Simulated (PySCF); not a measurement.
SMILES CN(C)[B]N(C)C (C4H12BN2), doublet at its GFN2-xTB optimised geometry (Å):

```
19

C     -0.5389     1.8347     0.4766
N     -0.8784     0.5072     0.0000
C     -2.2702     0.4259    -0.3785
B     -0.0374    -0.6174     0.0000
N      1.3667    -0.6174     0.0000
C      2.1352    -1.7815     0.3761
C      2.2265     0.4499    -0.4756
H     -1.2718     2.1633     1.2231
H      0.4417     1.8255     0.9426
H     -0.5439     2.5671    -0.3413
H     -2.5001    -0.5788    -0.7261
H     -2.9276     0.6649     0.4678
H     -2.4926     1.1356    -1.1846
H      2.7183    -2.1646    -0.4716
H      1.4686    -2.5671     0.7247
H      2.8386    -1.5355     1.1810
H      1.6319     1.2309    -0.9394
H      2.9276     0.0608    -1.2235
H      2.8171     0.8827     0.3426
```

Computed with unrestricted B3LYP/def2-SVP in PySCF. Cells within 0.4 Å of a nucleus heavier than hydrogen are left out (blank, or x).

Map of the HOMO−1 amplitude (α) (bohr^(-3/2)) on the plane z = 0.0 Å; orbital energy -6.12 eV, overall sign arbitrary:

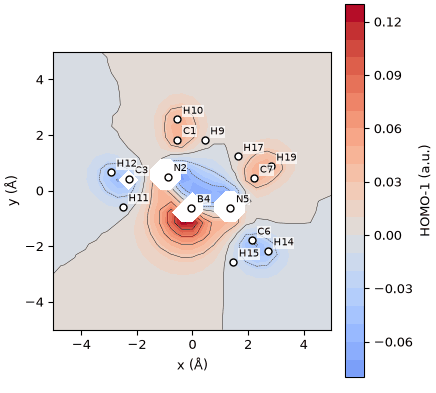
Fig. 1. HOMO−1 amplitude (α) (bohr^(-3/2)) on the plane z = 0.0 Å.
